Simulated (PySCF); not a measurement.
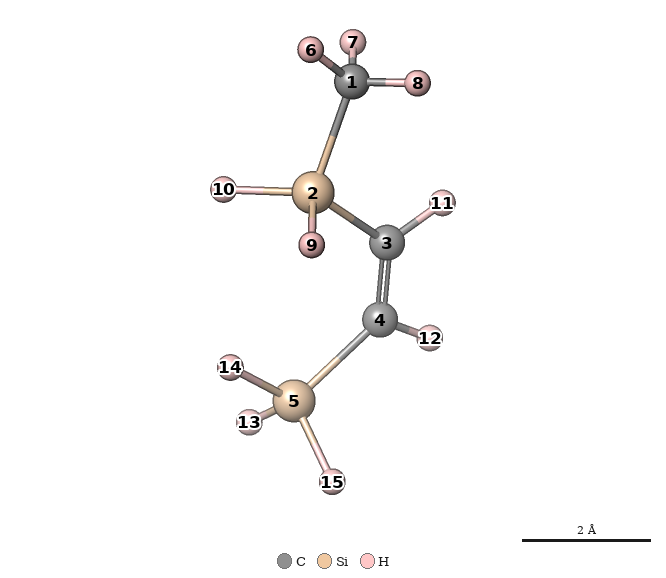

Orthographic view. Atoms fade into the background with distance from the viewer. The computed structure is the end point of a PBE0-D3(BJ)/def2-SVP optimisation. No frequency run is at hand to confirm it as a minimum.

Write a MOL file (V2000) with the atoms in numerical order, bonds sorted by atom number with the orders drawn, and coordinates in the frame of the picture: x right, y up, z towards the viewer, origin at the mean position.

```
C3H10Si2
                    3D

 15 14  0  0  0  0  0  0  0  0999 V2000
    0.2700    2.5400    1.0900 C   0  0  0  0  0  0  0  0  0  0  0  0
   -0.3500    0.8000    0.7200 Si  0  0  0  0  0  4  0  0  0  0  0  0
    0.8100    0.0200   -0.5500 C   0  0  0  0  0  0  0  0  0  0  0  0
    0.7000   -1.1800   -1.1400 C   0  0  0  0  0  0  0  0  0  0  0  0
   -0.6400   -2.4500   -0.8400 Si  0  0  0  0  0  4  0  0  0  0  0  0
   -0.3800    3.0400    1.8300 H   0  0  0  0  0  0  0  0  0  0  0  0
    0.2800    3.1500    0.1800 H   0  0  0  0  0  0  0  0  0  0  0  0
    1.2900    2.5100    1.5000 H   0  0  0  0  0  0  0  0  0  0  0  0
   -0.3700   -0.0200    1.9800 H   0  0  0  0  0  0  0  0  0  0  0  0
   -1.7400    0.8500    0.1900 H   0  0  0  0  0  0  0  0  0  0  0  0
    1.6800    0.6400   -0.8300 H   0  0  0  0  0  0  0  0  0  0  0  0
    1.4800   -1.4700   -1.8700 H   0  0  0  0  0  0  0  0  0  0  0  0
   -1.3400   -2.7900   -2.1100 H   0  0  0  0  0  0  0  0  0  0  0  0
   -1.6400   -1.9300    0.1500 H   0  0  0  0  0  0  0  0  0  0  0  0
   -0.0400   -3.7200   -0.3000 H   0  0  0  0  0  0  0  0  0  0  0  0
  1  2  1  0
  1  6  1  0
  1  7  1  0
  1  8  1  0
  2  3  1  0
  2  9  1  0
  2 10  1  0
  3  4  2  0
  3 11  1  0
  4  5  1  0
  4 12  1  0
  5 13  1  0
  5 14  1  0
  5 15  1  0
M  END
```
